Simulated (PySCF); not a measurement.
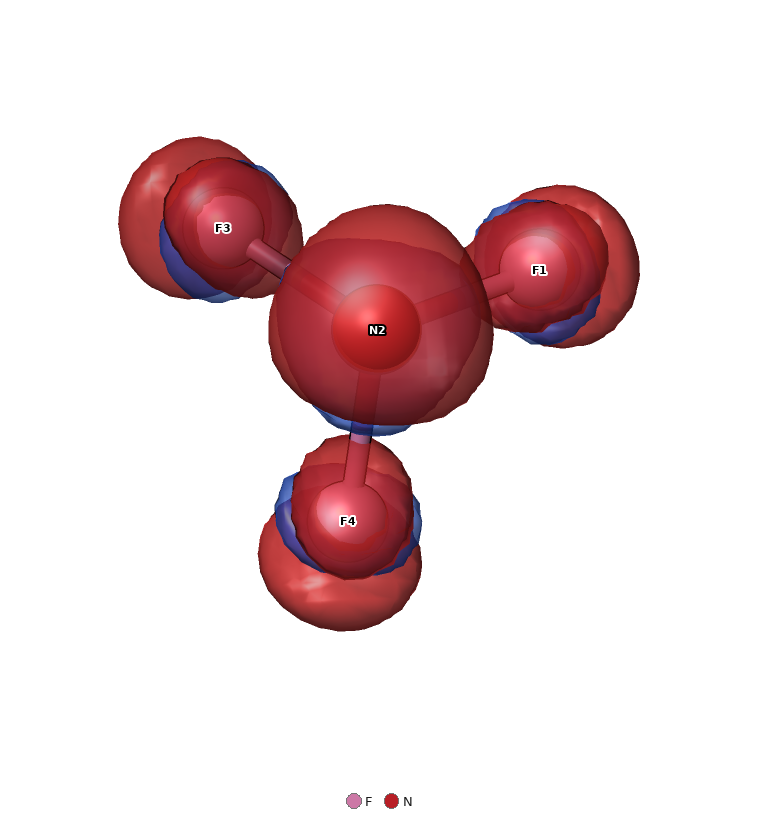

Figure 1: F3N, SMILES `FN(F)F`. Fukui function f⁻ = ρ(N) − ρ(N−1) at fixed geometry, surfaces at ±0.06 e/Å³ (red positive, blue negative).

Computed with PySCF, ωB97X/cc-pVTZ, geometry: GFN2-xTB. No frequency check shows the geometry to be a minimum.

The calculation's input:

```python
import numpy as np
from pyscf import gto, scf, dft
from pyscf.scf import atom_ks, atom_hf
from scipy.linalg import block_diag

def solve(mol, dm0=None, hcore=None):
    mf = (dft.UKS if mol.spin else dft.RKS)(mol, xc='wb97x')
    mf.grids.level = 3
    mf = mf.density_fit(auxbasis='def2-universal-jkfit')
    mf.conv_tol, mf.max_cycle = 1e-8, 80
    if hcore is not None:
        mf.get_hcore = lambda *args: hcore
    mf.kernel(dm0)
    if not mf.converged:
        mf = mf.newton().run(mf.mo_coeff, mf.mo_occ, max_cycle=30)
    assert mf.converged, 'SCF not converged'
    return mf

mol = gto.M(atom='''
F      1.15592    -0.42042     0.11895
N      0.00002    -0.00004    -0.45876
F     -0.94207    -0.79083     0.11894
F     -0.21386     1.21128     0.11893
''', basis='cc-pvtz', charge=0, spin=0, verbose=4)
mf = solve(mol)
out = dict(e0=mf.e_tot, dm0=mf.make_rdm1(), c=mf.mo_coeff, occ=mf.mo_occ, eps=mf.mo_energy)
for name, dq, spin in [('cation', 1, 1), ('anion', -1, 1)]:
    ion = mol.copy().set(charge=mol.charge + dq, spin=spin).build()
    mi = solve(ion)
    if spin and dq > 0 and mol.nao < 130:
        c, _, stable, _ = mi.stability(return_status=True)
        if not stable:
            mi = solve(ion, mi.make_rdm1(c, mi.mo_occ))
    print(name, 'vertical energy change / eV', (mi.e_tot - mf.e_tot) * 27.211386)
    out.update({'e_' + name: mi.e_tot, 'dm_' + name: mi.make_rdm1(), 's2_' + name: mi.spin_square()[0], 'eps_' + name: mi.mo_energy, 'occ_' + name: mi.mo_occ})
# spherically averaged free atoms, for the promolecule
atm = atom_ks.get_atm_nrks(mol, xc='wb97x')
pro = block_diag(*[(atm[a[0]][2] * atm[a[0]][3]) @ atm[a[0]][2].T for a in mol._atom])
np.savez('result.npz', pro=pro, **out)
```

Run with:

```sh
OMP_NUM_THREADS=1 python input.py
```

The run took 3.2 min on 1 thread of Arm Neoverse V1, on a shared host, peak memory 0.49 GiB.

Partitions, critical points and surface values were worked out afterwards from this run's density.

> Which atoms respond most to the removal of an electron?

f⁻ (Hirshfeld-condensed) is largest on N2 (0.32) and F1, F3 and F4 (0.23 each); the vertical ionisation energy is 13.22 eV. Condensed values hint at sites of electrophilic attack but needn't mark the atom that reacts. Orbital relaxation makes it negative in places (0.17 e in all).
